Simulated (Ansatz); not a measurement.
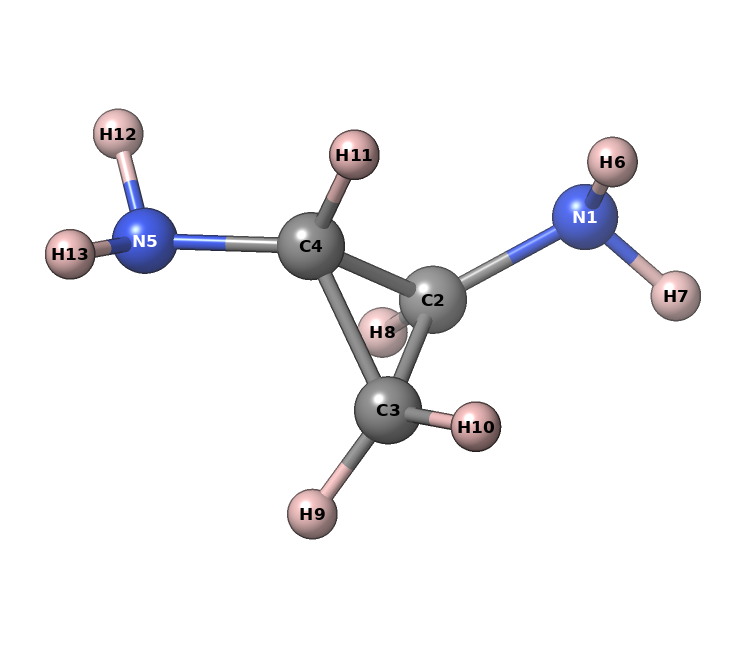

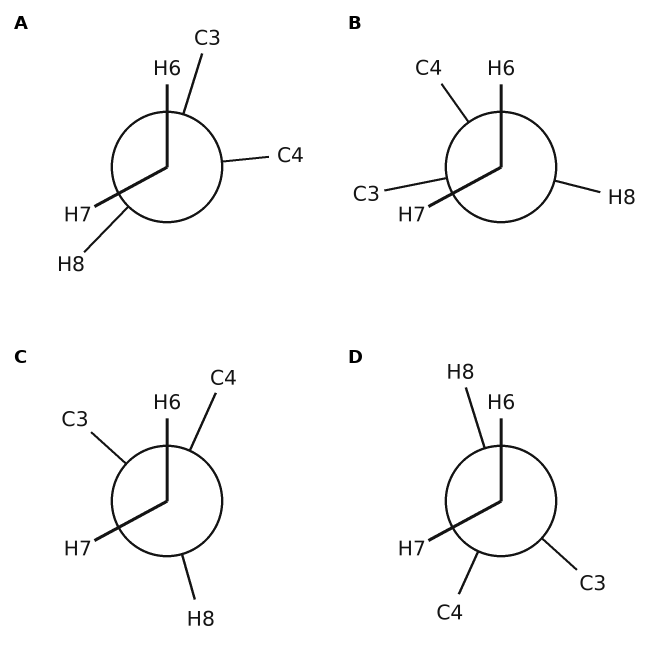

Atoms fade into the background with distance from the viewer. Bonds that would overlap in a projection are set slightly apart. The geometry was computed by an optimisation with PBE0-D4/def2-TZVP. No frequency run is at hand to confirm it as a minimum.

Which Newman projection shows the view along N1–C2, with N1 in front?

Answer. C. The torsion angle H6–N1–C2–C3 is −48°, synclinal (gauche).
